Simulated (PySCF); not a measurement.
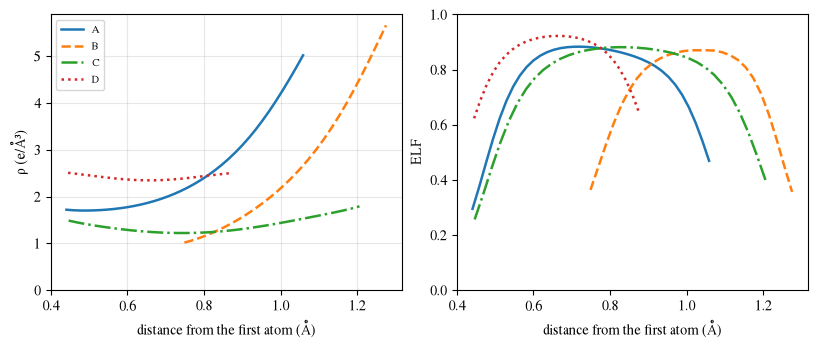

Figure. C4H9ClO3Si (SMILES C=CCO[Si](O)(O)CCl). Total electron density and electron localisation function along straight lines between neighbouring atoms. The curves leave out the atomic cores.

Geometry: GFN2-xTB.

Computed with PBE0/pcSseg-1, SCF density, gas phase, non-relativistic (PySCF).

```yaml
atoms:
  - { symbol: C, position_ang: [3.0210, -1.3953, -0.9780] }
  - { symbol: C, position_ang: [2.3304, -0.6580, -0.1300] }
  - { symbol: C, position_ang: [1.1486, 0.1788, -0.5091] }
  - { symbol: O, position_ang: [0.1002, -0.0536, 0.4063] }
  - { symbol: Si, position_ang: [-1.3964, 0.5628, 0.4410] }
  - { symbol: O, position_ang: [-1.4928, 2.1476, 0.7760] }
  - { symbol: O, position_ang: [-2.1601, -0.2487, 1.6172] }
  - { symbol: C, position_ang: [-2.2529, 0.4500, -1.2655] }
  - { symbol: Cl, position_ang: [-1.9027, -1.1032, -2.0748] }
  - { symbol: H, position_ang: [2.7692, -1.4421, -2.0247] }
  - { symbol: H, position_ang: [3.8721, -1.9749, -0.6649] }
  - { symbol: H, position_ang: [2.5824, -0.6261, 0.9207] }
  - { symbol: H, position_ang: [0.8153, -0.0633, -1.5233] }
  - { symbol: H, position_ang: [1.4199, 1.2432, -0.4770] }
  - { symbol: H, position_ang: [-1.5346, 2.4421, 1.6828] }
  - { symbol: H, position_ang: [-2.0784, -1.1983, 1.6579] }
  - { symbol: H, position_ang: [-1.9150, 1.2305, -1.9428] }
  - { symbol: H, position_ang: [-3.3350, 0.5148, -1.1881] }
```

**Which curve belongs to which contact (C–C, C–Cl, C–O and Si–O)? The first atom named is at distance zero.**

Curve A: C–O (1.41 Å): ρ at the midpoint is about 2 e/Å³, with its minimum of 1.7 e/Å³ about 0.5 Å from C; the ELF peaks at about 0.90 between the atoms; a shared but strongly polarised pair. Curve B: Si–O (1.62 Å): the density is about 1.2 e/Å³ at the midpoint; the ELF peaks at about 0.85 between the atoms (a polar covalent bond). Curve C: C–Cl (1.79 Å): ρ is about 1.3 e/Å³ halfway; the ELF peaks at about 0.90 between the atoms, as expected for a covalent bond. Curve D: C–C (1.32 Å): ρ at the midpoint is about 2.3 e/Å³; the ELF peaks at about 0.90 between the atoms; a multiple bond.
